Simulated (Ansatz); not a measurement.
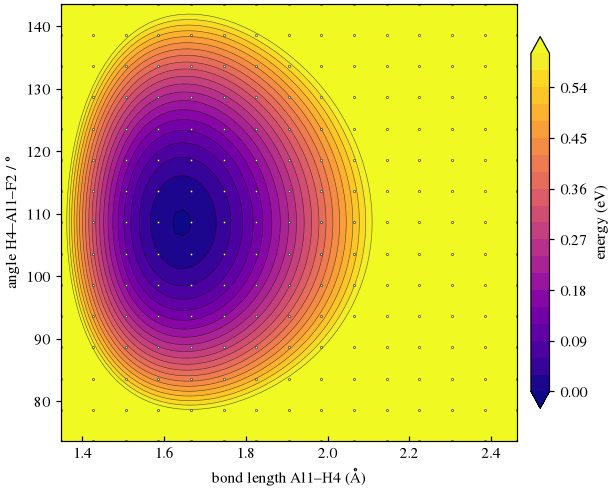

[AlFH3]-, charge −1. 
- The first coordinate is: bond length Al1–H4; the second: angle H4–Al1–F2.
- Nothing is relaxed (all other coordinates rigid).
- Grid: 15 × 15 points.
- Points are written as (first, second).
- All energies are given in eV relative to the lowest grid point.
- The reference is spin-restricted, which grows unreliable where a bond is stretched far.
- The calculation used RKS PBE0-D4/def2-TZVPD (Ansatz 0.2.0).

Drawn: filled contours, dots at the grid points, one colour for all values above the top of the scale. Between grid points the surface is interpolated.

Estimate the position of the minimum and the force constants in these coordinates.

Answer. The interpolated minimum is at bond length Al1–H4 ≈ 1.642 Å, angle H4–Al1–F2 ≈ 108.6°. The curvatures there are about 10 eV/Å² and 3.9 eV/rad², with a cross term of about 0 eV/(Å·rad). Round the minimum the two coordinates are nearly uncoupled.
